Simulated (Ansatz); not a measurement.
**B3LYP/def2-TZVP (core potential) run of SnS (SMILES [S][Sn])**

Aim: the electronic atomisation energy of SnS at B3LYP/def2-TZVP (core potential), from 3 runs. 

Program for the calculation: Ansatz 0.2.0.

37 further runs of the same task are left out: 1 that didn't finish, 36 set aside as unsound or not needed.

### Step 1. Starting point

SnS: 2 atoms, total charge 0, spin state singlet. SMILES: `[S][Sn]`. The bond length is the measured one.

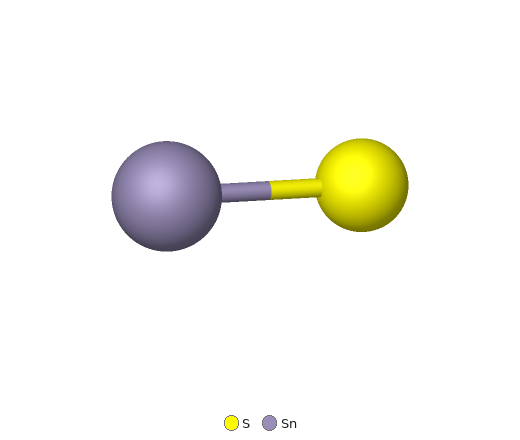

The structure, seen from a chosen angle (sulfur yellow, tin purple).

### Step 2. A single-point energy at B3LYP/def2-TZVP (core potential)

The input, job.yaml:

```yaml
crystal:
  periodic: [false, false, false]
  atoms:
    - symbol: S
      position_ang: [0.000000, 0.000000, 0.000000]
    - symbol: Sn
      position_ang: [0.000000, 0.000000, 2.209026]
basis:
  gaussian:
    orbitals: def2-TZVP
hamiltonian:
  xc: {name: B3LYP}
accuracy: high
output:
  orbitals: {seedname: orbitals}
```

Started as:

```sh
$ ansatz run job.yaml --threads 1 --pin off --max-ram 3480MiB --events-out events.jsonl --progress --plain --runs-dir runs
```

What it wrote:

```text
Warning: RAYON_NUM_THREADS=1 ignored (pool sized by the plan → 1); use --threads N
Functional definition: B3LYP
  name "B3LYP"
  parameter a0 = 0.2
  parameter ax = 0.72
  parameter ac = 0.81
  exchange = (1 - a0 - ax)*slater_x + ax*b88_x + a0*exact_x
  correlation = (1 - ac)*vwn_rpa_c + ac*lyp_c
1408 factors; integrals over basis functions are off by at most 3.1e-9 eV
mean field evaluation 1: about -16667.1986 eV, gradient 3.3e1 eV
mean field evaluation 2: about -16619.1485 eV, gradient 1.1e2 eV
mean field evaluation 4: about -16670.7826 eV, gradient 3.7e0 eV
mean field evaluation 8: about -16670.8525 eV, gradient 2.7e-1 eV
mean field evaluation 16: about -16670.8527 eV, gradient 1.9e-5 eV
mean field -16670.85273682 eV, -612.6425381684 hartree, gradient 3.3e-8 eV, S^2 0.000000; 0 other end points of the search recorded, 0 dependent functions left out
reference -16670.85276320 eV, -612.6425391376 hartree; 19, 19 occupied and 68, 68 virtual orbitals, 1408 factors
Total energy: -16670.85276320 eV, -612.6425391376 hartree
```

Run time: 5.1 s. Hardware: 1 thread of Arm Neoverse V2, shared host; peak memory 0.21 GiB.

### Step 3. The S atom at the same level

The input, job.yaml:

```yaml
crystal:
  periodic: [false, false, false]
  atoms:
    - symbol: S
      position_ang: [0.000000, 0.000000, 0.000000]
basis:
  gaussian:
    orbitals: def2-TZVP
magnetization:
  spin_polarized: true
  initial_magnetization: 2
hamiltonian:
  xc: {name: B3LYP}
accuracy: high
```

Run the same way, it converges to -398.13237 Eh (log not shown).

### Step 4. The Sn atom, same level

The input, molecule.yaml:

```yaml
crystal:
  periodic: [false, false, false]
  atoms:
    - {symbol: Sn, position_ang: [0.000000, 0.000000, 0.000000]}
basis:
  gaussian:
    orbitals: def2-TZVP
magnetization:
  spin_polarized: true
  initial_magnetization: 2
hamiltonian:
  xc: {name: B3LYP}
accuracy: high
```

Run the same way, it converges to -214.32749 Eh (log not shown).

### Step 5. Results

At B3LYP/def2-TZVP (core potential):

| quantity | value |
| --- | --- |
| molecule: total energy | -612.64254 Eh |
| molecule: HOMO energy | -7.10 eV |
| molecule: LUMO energy | -2.69 eV |
| molecule: HOMO–LUMO gap | 4.41 eV |
| S atom: total energy | -398.13237 Eh |
| S atom: ⟨S²⟩ | 2.004 |
| Sn atom: total energy | -214.32749 Eh |
| Sn atom: ⟨S²⟩ | 2.002 |
| electronic atomisation energy | 4.971 eV |

**Reading.** Taking the molecule apart into free atoms costs 4.97 eV (480 kJ/mol), before zero-point energy and without spin-orbit coupling.
